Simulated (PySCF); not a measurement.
# GeH₄S: electronic excitations at several levels of theory

Aim: compute the electronic excitations of GeH₄S (`[SH][GeH3]`) at several levels, and see how far they spread and what each costs.

The runs use PySCF 2.14.0, with density-fitted response routines of our own; the level of theory stands in each step. All values are computed, except where a source is named. Atoms count from 0, in the outputs and in this text.

## Step 1: The molecule as given

6 atoms, charge 0, multiplicity 1; geometry from: PBE0-D3(BJ)/def2-SVP.

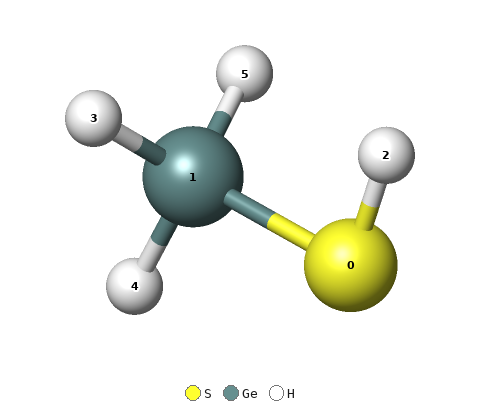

As it starts; sulfur yellow, germanium teal, hydrogen white, atoms numbered.

## Step 2: Excited states and response: PBE/def2-SVPD

Job settings and geometry (Å):

```
{"job": {"kind": "uv", "xc": "PBE", "basis": "def2-SVPD", "ip": true}, "charge": 0, "multiplicity": 1}
S      1.443236    -1.017681    -0.392483
Ge    -0.589939    -0.145668    -0.103498
H      2.089732     0.074574     0.069925
H     -0.837442     0.171859     1.381949
H     -1.559780    -1.232068    -0.587425
H     -0.756455     1.134272    -0.941925
```

Level: TDDFT PBE/def2-SVPD, vertical, gas phase, core orbitals frozen in the response.

On the command line:

```console
OMP_NUM_THREADS=1 python probes_run.py task.json out
```

The driver reads the jobs from task.json and runs them one after another.

The log of the run:

```text
coarse grid: 23624 points
cycle   1  E = -2476.6928654113  dE = -6.224e-01  |g| = 5.435e-01  |ddm| = 2.470e+00
cycle   2  E = -2476.6390801018  dE =  5.379e-02  |g| = 7.642e-01  |ddm| = 1.098e+00
cycle   3  E = -2476.7285797861  dE = -8.950e-02  |g| = 7.606e-02  |ddm| = 8.075e-01
cycle   4  E = -2476.7308457518  dE = -2.266e-03  |g| = 1.814e-02  |ddm| = 1.455e-01
cycle   5  E = -2476.7309599443  dE = -1.142e-04  |g| = 3.263e-03  |ddm| = 2.785e-02
cycle   6  E = -2476.7309631086  dE = -3.164e-06  |g| = 8.934e-04  |ddm| = 6.070e-03
final grid: 46272 points
cycle   7  E = -2476.7309534829  dE =  1.998e-07  |g| = 1.244e-03  |ddm| = 3.925e-03
cycle   8  E = -2476.7309529906  dE =  4.923e-07  |g| = 1.851e-03  |ddm| = 4.258e-03
cycle   9  E = -2476.7309539647  dE = -9.741e-07  |g| = 1.308e-04  |ddm| = 2.400e-03
cycle  10  E = -2476.7309539682  dE = -3.453e-09  |g| = 1.048e-05  |ddm| = 1.494e-04
cycle  11  E = -2476.7309539682  dE = -5.457e-11  |g| = 4.304e-06  |ddm| = 2.053e-05
converged SCF energy = -2476.7309539682

Static polarisability (au): isotropic 57.084, principal 51.048 51.558 68.647

Singlet excitations
state   eV       nm        f      main configurations
  1   5.1358    241.4   0.01542   H->L 0.99
  2   5.3774    230.6   0.01100   H->L+1 0.98
  3   6.4117    193.4   0.00075   H->L+2 0.54, H->L+3 0.45
  4   6.4833    191.2   0.00016   H->L+3 0.54, H->L+2 0.44
  5   6.6389    186.8   0.00486   H->L+4 0.89, H-1->L 0.10
  6   7.1713    172.9   0.00900   H->L+5 0.99
  7   7.3100    169.6   0.05571   H-1->L+1 0.82, H-1->L 0.11
  8   7.4021    167.5   0.01063   H->L+6 0.99
  9   7.4223    167.0   0.12144   H-1->L 0.44, H-2->L 0.27, H-1->L+1 0.15
 10   7.5641    163.9   0.10771   H->L+7 0.89, H-2->L 0.10

Triplet excitations (Tamm-Dancoff, eV): 4.7307 5.1029 6.1335 6.2976
Vertical ionisation energy (delta-SCF) = 9.5191 eV
```

Run time: 17 s. Hardware: 1 thread of Arm Neoverse N1, shared host; peak memory 0.35 GiB.

The orbitals next to the gap, with their largest atomic shares:

```csv
orbital,eV,atoms
HOMO−3,-8.79,"Ge1 42 %, H3 23 %, H5 22 %"
HOMO−2,-8.58,"Ge1 39 %, H4 34 %, S0 13 %"
HOMO−1,-8.02,"S0 60 %, Ge1 21 %, H5 6 %"
HOMO,-6.14,"S0 77 %, Ge1 10 %, H2 7 %"
LUMO,-1.18,"S0 36 %, Ge1 32 %, H5 11 %"
LUMO+1,-0.85,"S0 38 %, Ge1 27 %, H2 18 %"
LUMO+2,0.20,"S0 28 %, Ge1 25 %, H2 19 %"
```

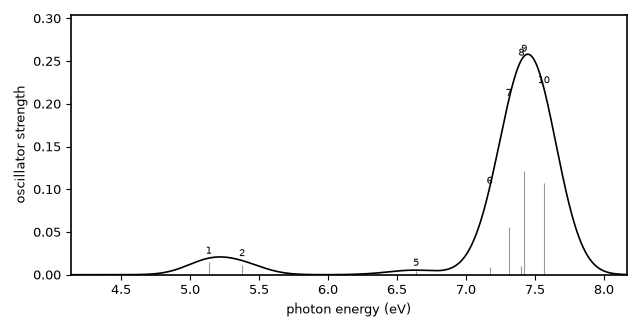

Absorption spectrum from the 10 singlet states computed; above the last one it falls off for lack of states. Lines are broadened to a width of 0.40 eV (Gaussian).

Further results of this job:

```
           property  computed
  dipole moment (D)      1.27
polarisability (Å³)      8.46
 HOMO–LUMO gap (eV)      4.96
      −ε(HOMO) (eV)      6.14
```

## Step 3: TDDFT and polarisability: B3LYP/def2-SVPD

Settings changed since step 2:

```diff
@@ -1,2 +1,2 @@
-{"job": {"kind": "uv", "xc": "PBE", "basis": "def2-SVPD", "ip": true}, "charge": 0, "multiplicity": 1}
+{"job": {"kind": "uv", "xc": "B3LYP", "basis": "def2-SVPD", "ip": true}, "charge": 0, "multiplicity": 1}
 S      1.443236    -1.017681    -0.392483
```

With the program's defaults for keys left out, this is: TDDFT B3LYP/def2-SVPD, vertical, gas phase, core orbitals frozen in the response.

The log of the run:

```text
coarse grid: 23624 points
cycle   1  E = -2477.2665701979  dE = -6.583e-01  |g| = 4.510e-01  |ddm| = 2.398e+00
cycle   2  E = -2477.2474559044  dE =  1.911e-02  |g| = 5.553e-01  |ddm| = 8.584e-01
cycle   3  E = -2477.2962508629  dE = -4.879e-02  |g| = 2.477e-02  |ddm| = 5.551e-01
cycle   4  E = -2477.2964559522  dE = -2.051e-04  |g| = 1.116e-02  |ddm| = 5.526e-02
cycle   5  E = -2477.2965005805  dE = -4.463e-05  |g| = 1.099e-03  |ddm| = 1.701e-02
cycle   6  E = -2477.2965009324  dE = -3.519e-07  |g| = 3.377e-04  |ddm| = 2.305e-03
final grid: 46272 points
cycle   7  E = -2477.2964877355  dE = -1.008e-08  |g| = 3.645e-04  |ddm| = 1.632e-03
cycle   8  E = -2477.2964877271  dE =  8.340e-09  |g| = 4.444e-04  |ddm| = 9.989e-04
cycle   9  E = -2477.2964877715  dE = -4.431e-08  |g| = 3.332e-05  |ddm| = 4.956e-04
cycle  10  E = -2477.2964877717  dE = -2.515e-10  |g| = 3.445e-06  |ddm| = 4.116e-05
converged SCF energy = -2477.2964877717

Static polarisability (au): isotropic 55.873, principal 50.204 50.375 67.038

Singlet excitations
state   eV       nm        f      main configurations
  1   5.3920    229.9   0.01654   H->L 0.96
  2   5.6495    219.5   0.01282   H->L+1 0.97
  3   6.8242    181.7   0.00026   H->L+3 0.54, H->L+2 0.42
  4   6.8932    179.9   0.00028   H->L+2 0.54, H->L+3 0.45
  5   7.0675    175.4   0.00090   H->L+4 0.85, H-1->L 0.13
  6   7.5095    165.1   0.00574   H->L+5 0.94
  7   7.5887    163.4   0.07859   H-1->L+1 0.86, H-1->L 0.10
  8   7.7103    160.8   0.01392   H->L+6 0.96
  9   7.7828    159.3   0.28902   H-1->L 0.46, H->L+7 0.18, H-1->L+1 0.12
 10   7.9237    156.5   0.02425   H->L+7 0.67, H-2->L 0.25

Triplet excitations (Tamm-Dancoff, eV): 4.9792 5.3123 6.5164 6.5473
Vertical ionisation energy (delta-SCF) = 9.6642 eV
```

Run time: 14 s. Hardware: 1 thread of Arm Neoverse N1, shared host; peak memory 0.42 GiB.

In short: HOMO -7.11 eV, LUMO -0.64 eV; lowest singlet 5.39 eV.

## Step 4: Excited states and response: PBE0/def2-SVPD

Settings changed since step 3:

```diff
@@ -1,2 +1,2 @@
-{"job": {"kind": "uv", "xc": "B3LYP", "basis": "def2-SVPD", "ip": true}, "charge": 0, "multiplicity": 1}
+{"job": {"kind": "uv", "xc": "PBE0", "basis": "def2-SVPD", "ip": true}, "charge": 0, "multiplicity": 1}
 S      1.443236    -1.017681    -0.392483
```

Level: TDDFT PBE0/def2-SVPD, vertical, gas phase, core orbitals frozen in the response.

The log of the run:

```text
coarse grid: 23624 points
cycle   1  E = -2476.8002323393  dE = -6.762e-01  |g| = 4.008e-01  |ddm| = 2.393e+00
cycle   2  E = -2476.7900766461  dE =  1.016e-02  |g| = 4.699e-01  |ddm| = 7.533e-01
cycle   3  E = -2476.8253631390  dE = -3.529e-02  |g| = 1.531e-02  |ddm| = 4.609e-01
cycle   4  E = -2476.8254346558  dE = -7.152e-05  |g| = 8.074e-03  |ddm| = 3.828e-02
cycle   5  E = -2476.8254595636  dE = -2.491e-05  |g| = 8.103e-04  |ddm| = 1.299e-02
cycle   6  E = -2476.8254597874  dE = -2.239e-07  |g| = 1.680e-04  |ddm| = 1.642e-03
final grid: 46272 points
cycle   7  E = -2476.8254521473  dE = -1.361e-08  |g| = 1.424e-04  |ddm| = 9.863e-04
cycle   8  E = -2476.8254521475  dE = -2.169e-10  |g| = 1.578e-04  |ddm| = 3.863e-04
cycle   9  E = -2476.8254521543  dE = -6.739e-09  |g| = 1.660e-05  |ddm| = 1.882e-04
cycle  10  E = -2476.8254521543  dE = -6.366e-11  |g| = 2.198e-06  |ddm| = 2.186e-05
converged SCF energy = -2476.8254521543

Static polarisability (au): isotropic 55.195, principal 49.640 49.825 66.121

Singlet excitations
state   eV       nm        f      main configurations
  1   5.5809    222.2   0.01780   H->L 0.95
  2   5.8634    211.5   0.01215   H->L+1 0.94
  3   7.0468    175.9   0.00043   H->L+3 0.84, H->L+2 0.11
  4   7.1081    174.4   0.00000   H->L+2 0.86, H->L+3 0.09
  5   7.2764    170.4   0.00089   H->L+4 0.84, H-1->L 0.13
  6   7.7561    159.9   0.00528   H->L+5 0.93
  7   7.8148    158.7   0.12209   H-1->L+1 0.73, H-1->L 0.19
  8   7.9692    155.6   0.01673   H->L+6 0.96
  9   8.0023    154.9   0.20190   H-1->L 0.36, H-1->L+1 0.23, H-2->L 0.18
 10   8.1371    152.4   0.07687   H->L+7 0.68, H-2->L 0.29

Triplet excitations (Tamm-Dancoff, eV): 5.1260 5.4741 6.6259 6.7014
Vertical ionisation energy (delta-SCF) = 9.6480 eV
```

Run time: 14 s. Hardware: 1 thread of Arm Neoverse N1, shared host; peak memory 0.42 GiB.

In short: HOMO -7.36 eV, LUMO -0.36 eV; lowest singlet 5.58 eV.

## Step 5: Ultraviolet spectrum: BHandHLYP/def2-SVPD

Settings changed since step 4:

```diff
@@ -1,2 +1,2 @@
-{"job": {"kind": "uv", "xc": "PBE0", "basis": "def2-SVPD", "ip": true}, "charge": 0, "multiplicity": 1}
+{"job": {"kind": "uv", "xc": "BHandHLYP", "basis": "def2-SVPD", "ip": true}, "charge": 0, "multiplicity": 1}
 S      1.443236    -1.017681    -0.392483
```

Method: TDDFT BHandHLYP/def2-SVPD, vertical, gas phase, core orbitals frozen in the response.

The log of the run:

```text
coarse grid: 23624 points
cycle   1  E = -2477.1791215543  dE = -7.155e-01  |g| = 3.421e-01  |ddm| = 2.326e+00
cycle   2  E = -2477.1868696676  dE = -7.748e-03  |g| = 3.233e-01  |ddm| = 6.170e-01
cycle   3  E = -2477.2039727201  dE = -1.710e-02  |g| = 1.362e-02  |ddm| = 3.187e-01
cycle   4  E = -2477.2040384542  dE = -6.573e-05  |g| = 6.382e-03  |ddm| = 4.219e-02
cycle   5  E = -2477.2040530856  dE = -1.463e-05  |g| = 1.277e-03  |ddm| = 1.125e-02
cycle   6  E = -2477.2040536585  dE = -5.729e-07  |g| = 2.989e-04  |ddm| = 2.339e-03
final grid: 46272 points
cycle   7  E = -2477.2040450153  dE = -3.057e-08  |g| = 2.195e-04  |ddm| = 8.382e-04
cycle   8  E = -2477.2040450211  dE = -5.836e-09  |g| = 1.715e-04  |ddm| = 4.970e-04
cycle   9  E = -2477.2040450267  dE = -5.567e-09  |g| = 1.132e-05  |ddm| = 2.060e-04
cycle  10  E = -2477.2040450267  dE = -1.864e-11  |g| = 4.709e-06  |ddm| = 1.774e-05
converged SCF energy = -2477.2040450267

Static polarisability (au): isotropic 54.001, principal 48.676 48.803 64.523

Singlet excitations
state   eV       nm        f      main configurations
  1   5.8448    212.1   0.01445   H->L 0.79
  2   6.0526    204.8   0.01885   H->L+1 0.80, H->L 0.09
  3   7.5030    165.2   0.00007   H->L+2 0.28, H->L+3 0.20, H->L+6 0.15
  4   7.5479    164.3   0.00082   H->L+2 0.52, H->L+3 0.35, H->L+5 0.09
  5   7.7208    160.6   0.00625   H->L+4 0.73, H-1->L 0.18
  6   8.0334    154.3   0.11576   H-1->L+1 0.75, H-1->L 0.13
  7   8.0437    154.1   0.00191   H->L+3 0.40, H->L+5 0.26, H->L+6 0.18
  8   8.2208    150.8   0.01805   H->L+6 0.55, H->L+5 0.37
  9   8.3079    149.2   0.34908   H->L+7 0.46, H-1->L 0.27, H-1->L+1 0.12
 10   8.5101    145.7   0.01358   H->L+7 0.38, H-2->L 0.25, H-1->L 0.16

Triplet excitations (Tamm-Dancoff, eV): 5.3974 5.6041 6.8247 7.0897
Vertical ionisation energy (delta-SCF) = 9.5899 eV
```

It took 14 s on 1 thread of Arm Neoverse N1, shared host; peak memory 0.42 GiB.

Key values: HOMO -8.43 eV, LUMO 0.34 eV; lowest singlet 5.84 eV.

## Step 6: Excited states and response: CAM-B3LYP/def2-SVPD

Settings changed since step 5:

```diff
@@ -1,2 +1,2 @@
-{"job": {"kind": "uv", "xc": "BHandHLYP", "basis": "def2-SVPD", "ip": true}, "charge": 0, "multiplicity": 1}
+{"job": {"kind": "uv", "xc": "CAM-B3LYP", "basis": "def2-SVPD", "ip": true}, "charge": 0, "multiplicity": 1}
 S      1.443236    -1.017681    -0.392483
```

With the program's defaults for keys left out, this is: TDDFT CAM-B3LYP/def2-SVPD, vertical, gas phase, core orbitals frozen in the response.

The log of the run:

```text
coarse grid: 23624 points
cycle   1  E = -2477.3216436061  dE = -7.155e-01  |g| = 4.391e-01  |ddm| = 2.343e+00
cycle   2  E = -2477.3266808407  dE = -5.037e-03  |g| = 4.532e-01  |ddm| = 7.230e-01
cycle   3  E = -2477.3545541724  dE = -2.787e-02  |g| = 1.643e-02  |ddm| = 3.814e-01
cycle   4  E = -2477.3546395242  dE = -8.535e-05  |g| = 8.162e-03  |ddm| = 4.205e-02
cycle   5  E = -2477.3546636040  dE = -2.408e-05  |g| = 1.559e-03  |ddm| = 1.484e-02
cycle   6  E = -2477.3546645026  dE = -8.986e-07  |g| = 4.218e-04  |ddm| = 3.342e-03
final grid: 46272 points
cycle   7  E = -2477.3546525865  dE = -5.631e-08  |g| = 3.140e-04  |ddm| = 1.170e-03
cycle   8  E = -2477.3546525989  dE = -1.242e-08  |g| = 2.464e-04  |ddm| = 7.214e-04
cycle   9  E = -2477.3546526119  dE = -1.297e-08  |g| = 1.962e-05  |ddm| = 3.191e-04
cycle  10  E = -2477.3546526120  dE = -1.155e-10  |g| = 7.262e-06  |ddm| = 2.487e-05
converged SCF energy = -2477.3546526120

Static polarisability (au): isotropic 55.078, principal 49.692 49.724 65.818

Singlet excitations
state   eV       nm        f      main configurations
  1   5.6655    218.8   0.01545   H->L 0.84
  2   5.8769    211.0   0.01717   H->L+1 0.87
  3   7.2943    170.0   0.00010   H->L+3 0.44, H->L+5 0.16, H->L+6 0.13
  4   7.3358    169.0   0.00047   H->L+2 0.68, H->L+3 0.20
  5   7.5050    165.2   0.00282   H->L+4 0.74, H-1->L 0.18
  6   7.8319    158.3   0.10944   H-1->L+1 0.81, H-1->L 0.09
  7   7.8634    157.7   0.00065   H->L+3 0.30, H->L+5 0.26, H->L+6 0.23
  8   8.0174    154.6   0.01643   H->L+6 0.51, H->L+5 0.38
  9   8.1086    152.9   0.30386   H-1->L 0.34, H->L+7 0.34, H-1->L+1 0.10
 10   8.2667    150.0   0.01922   H->L+7 0.43, H-2->L 0.39

Triplet excitations (Tamm-Dancoff, eV): 5.2260 5.4675 6.7318 6.9177
Vertical ionisation energy (delta-SCF) = 9.7129 eV
```

Wall time 17 s (1 thread of Arm Neoverse N1, shared host); peak memory 0.43 GiB.

This run: HOMO -8.66 eV, LUMO 0.44 eV; lowest singlet 5.67 eV.

## Step 7: TDDFT and polarisability: wB97X-D/def2-SVPD

Settings changed since step 6:

```diff
@@ -1,2 +1,2 @@
-{"job": {"kind": "uv", "xc": "CAM-B3LYP", "basis": "def2-SVPD", "ip": true}, "charge": 0, "multiplicity": 1}
+{"job": {"kind": "uv", "xc": "wB97X-D", "basis": "def2-SVPD", "ip": true}, "charge": 0, "multiplicity": 1}
 S      1.443236    -1.017681    -0.392483
```

Level: TDDFT wB97X-D/def2-SVPD, vertical, gas phase, core orbitals frozen in the response.

The log of the run:

```text
coarse grid: 23624 points
cycle   1  E = -2477.2596547942  dE = -7.451e-01  |g| = 4.167e-01  |ddm| = 2.352e+00
cycle   2  E = -2477.2718353012  dE = -1.218e-02  |g| = 4.032e-01  |ddm| = 7.150e-01
cycle   3  E = -2477.2941634993  dE = -2.233e-02  |g| = 2.288e-02  |ddm| = 3.490e-01
cycle   4  E = -2477.2943244420  dE = -1.609e-04  |g| = 9.069e-03  |ddm| = 6.075e-02
cycle   5  E = -2477.2943569667  dE = -3.252e-05  |g| = 1.825e-03  |ddm| = 2.451e-02
cycle   6  E = -2477.2943585008  dE = -1.534e-06  |g| = 4.607e-04  |ddm| = 5.468e-03
final grid: 46272 points
cycle   7  E = -2477.2941157135  dE = -6.454e-07  |g| = 5.981e-04  |ddm| = 2.819e-03
cycle   8  E = -2477.2941157750  dE = -6.149e-08  |g| = 3.821e-04  |ddm| = 1.588e-03
cycle   9  E = -2477.2941158106  dE = -3.557e-08  |g| = 6.204e-05  |ddm| = 5.512e-04
cycle  10  E = -2477.2941158116  dE = -9.891e-10  |g| = 2.488e-05  |ddm| = 7.287e-05
converged SCF energy = -2477.2941158116

Static polarisability (au): isotropic 54.717, principal 49.421 49.521 65.209

Singlet excitations
state   eV       nm        f      main configurations
  1   5.7824    214.4   0.01561   H->L 0.83
  2   6.0635    204.5   0.01951   H->L+1 0.87
  3   7.4216    167.1   0.00043   H->L+3 0.68, H->L+5 0.12
  4   7.5050    165.2   0.00005   H->L+2 0.72, H->L+6 0.10
  5   7.6261    162.6   0.00276   H->L+4 0.58, H-1->L 0.18, H->L+5 0.15
  6   8.0239    154.5   0.15081   H-1->L+1 0.76, H-1->L 0.10
  7   8.0579    153.9   0.00088   H->L+5 0.31, H->L+3 0.25, H->L+6 0.15
  8   8.2133    151.0   0.01561   H->L+6 0.65, H->L+5 0.16
  9   8.2513    150.3   0.21930   H-1->L 0.31, H->L+7 0.20, H-2->L 0.17
 10   8.3828    147.9   0.08918   H->L+7 0.46, H-2->L 0.42

Triplet excitations (Tamm-Dancoff, eV): 5.3846 5.7076 6.9522 7.1849
Vertical ionisation energy (delta-SCF) = 9.7588 eV
```

Wall time 16 s (1 thread of Arm Neoverse N1, shared host); peak memory 0.43 GiB.

Key values: HOMO -9.20 eV, LUMO 1.25 eV; lowest singlet 5.78 eV.

## Step 8: Excited states and response: LC-wPBE/def2-SVPD

Settings changed since step 7:

```diff
@@ -1,2 +1,2 @@
-{"job": {"kind": "uv", "xc": "wB97X-D", "basis": "def2-SVPD", "ip": true}, "charge": 0, "multiplicity": 1}
+{"job": {"kind": "uv", "xc": "LC-wPBE", "basis": "def2-SVPD", "ip": true}, "charge": 0, "multiplicity": 1}
 S      1.443236    -1.017681    -0.392483
```

With the program's defaults for keys left out, this is: TDDFT LC-wPBE/def2-SVPD, vertical, gas phase, core orbitals frozen in the response.

The log of the run:

```text
coarse grid: 23624 points
cycle   1  E = -2476.8040065586  dE = -7.726e-01  |g| = 4.753e-01  |ddm| = 2.358e+00
cycle   2  E = -2476.8234944823  dE = -1.949e-02  |g| = 4.365e-01  |ddm| = 6.741e-01
cycle   3  E = -2476.8449022560  dE = -2.141e-02  |g| = 2.952e-02  |ddm| = 3.160e-01
cycle   4  E = -2476.8452016639  dE = -2.994e-04  |g| = 1.051e-02  |ddm| = 7.518e-02
cycle   5  E = -2476.8452556358  dE = -5.397e-05  |g| = 2.221e-03  |ddm| = 3.254e-02
cycle   6  E = -2476.8452585398  dE = -2.904e-06  |g| = 5.787e-04  |ddm| = 7.329e-03
final grid: 46272 points
cycle   7  E = -2476.8453142571  dE = -2.250e-07  |g| = 2.707e-04  |ddm| = 1.374e-03
cycle   8  E = -2476.8453142934  dE = -3.630e-08  |g| = 1.824e-04  |ddm| = 4.754e-04
cycle   9  E = -2476.8453143080  dE = -1.459e-08  |g| = 5.900e-05  |ddm| = 1.738e-04
cycle  10  E = -2476.8453143105  dE = -2.553e-09  |g| = 1.896e-05  |ddm| = 1.445e-04
cycle  11  E = -2476.8453143107  dE = -1.419e-10  |g| = 2.138e-06  |ddm| = 3.776e-05
converged SCF energy = -2476.8453143107

Static polarisability (au): isotropic 53.483, principal 48.282 48.447 63.719

Singlet excitations
state   eV       nm        f      main configurations
  1   5.9962    206.8   0.00969   H->L 0.63, H->L+7 0.21
  2   6.3958    193.9   0.02511   H->L+1 0.81, H->L+7 0.08
  3   7.8751    157.4   0.00004   H->L+4 0.57, H->L+3 0.15, H->L+7 0.09
  4   7.9947    155.1   0.00016   H->L+2 0.26, H->L+7 0.21, H->L 0.16
  5   8.0508    154.0   0.01626   H->L+6 0.37, H-1->L 0.24, H->L+5 0.22
  6   8.3643    148.2   0.16421   H-1->L+1 0.76
  7   8.4822    146.2   0.00055   H->L+2 0.50, H->L+3 0.17, H-3->L 0.09
  8   8.6124    144.0   0.21773   H->L+6 0.33, H-1->L 0.26, H-2->L 0.14
  9   8.6230    143.8   0.01967   H->L+3 0.33, H->L+7 0.24, H->L+4 0.17
 10   8.7703    141.4   0.16450   H-2->L 0.35, H->L+5 0.20, H->L+6 0.18

Triplet excitations (Tamm-Dancoff, eV): 5.5077 5.8524 6.9115 7.4015
Vertical ionisation energy (delta-SCF) = 9.7802 eV
```

It took 21 s on 1 thread of Arm Neoverse N1, shared host; peak memory 0.43 GiB.

Key values: HOMO -10.07 eV, LUMO 1.49 eV; lowest singlet 6.00 eV.

## Step 9: TDDFT and polarisability: PBE0/6-31G*

Settings changed since step 8:

```diff
@@ -1,2 +1,2 @@
-{"job": {"kind": "uv", "xc": "LC-wPBE", "basis": "def2-SVPD", "ip": true}, "charge": 0, "multiplicity": 1}
+{"job": {"kind": "uv", "xc": "PBE0", "basis": "6-31G*"}, "charge": 0, "multiplicity": 1}
 S      1.443236    -1.017681    -0.392483
```

With the program's defaults for keys left out, this is: TDDFT PBE0/6-31G*, vertical, gas phase, core orbitals frozen in the response.

The log of the run:

```text
coarse grid: 23624 points
cycle   1  E = -2476.8662097234  dE = -6.508e-01  |g| = 3.930e-01  |ddm| = 2.164e+00
cycle   2  E = -2476.8579730357  dE =  8.237e-03  |g| = 4.588e-01  |ddm| = 8.027e-01
cycle   3  E = -2476.8932952048  dE = -3.532e-02  |g| = 1.404e-02  |ddm| = 4.478e-01
cycle   4  E = -2476.8933576040  dE = -6.240e-05  |g| = 6.428e-03  |ddm| = 3.100e-02
cycle   5  E = -2476.8933724067  dE = -1.480e-05  |g| = 9.480e-04  |ddm| = 1.035e-02
cycle   6  E = -2476.8933727204  dE = -3.137e-07  |g| = 2.858e-04  |ddm| = 1.584e-03
final grid: 46272 points
cycle   7  E = -2476.8933703148  dE = -2.518e-09  |g| = 2.840e-04  |ddm| = 8.672e-04
cycle   8  E = -2476.8933703116  dE =  3.175e-09  |g| = 2.945e-04  |ddm| = 8.803e-04
cycle   9  E = -2476.8933703426  dE = -3.100e-08  |g| = 2.136e-05  |ddm| = 4.654e-04
cycle  10  E = -2476.8933703427  dE = -7.913e-11  |g| = 2.202e-06  |ddm| = 1.872e-05
converged SCF energy = -2476.8933703427

Static polarisability (au): isotropic 42.276, principal 34.635 38.654 53.540

Singlet excitations
state   eV       nm        f      main configurations
  1   5.6888    217.9   0.01853   H->L 0.96
  2   6.3682    194.7   0.00010   H->L+1 0.96
  3   7.7741    159.5   0.00017   H->L+2 0.98
  4   7.8811    157.3   0.10597   H-1->L 0.54, H->L+3 0.43
  5   8.2153    150.9   0.00031   H->L+4 0.95
  6   8.3152    149.1   0.03733   H-2->L 0.36, H-1->L+1 0.27, H->L+3 0.25
  7   8.4381    146.9   0.02903   H-2->L 0.48, H-1->L+1 0.47
  8   8.6734    142.9   0.00005   H-3->L 0.97
  9   9.1438    135.6   0.63379   H-1->L 0.26, H->L+3 0.26, H-1->L+1 0.20
 10   9.4714    130.9   0.03445   H-2->L+1 0.94

Triplet excitations (Tamm-Dancoff, eV): 5.1952 5.7595 6.7401 7.5892
```

Wall time 4.8 s (1 thread of Arm Neoverse N1, shared host); peak memory 0.43 GiB.

This run: HOMO -7.21 eV, LUMO -0.04 eV; lowest singlet 5.69 eV.

[end of part 1 of 2]
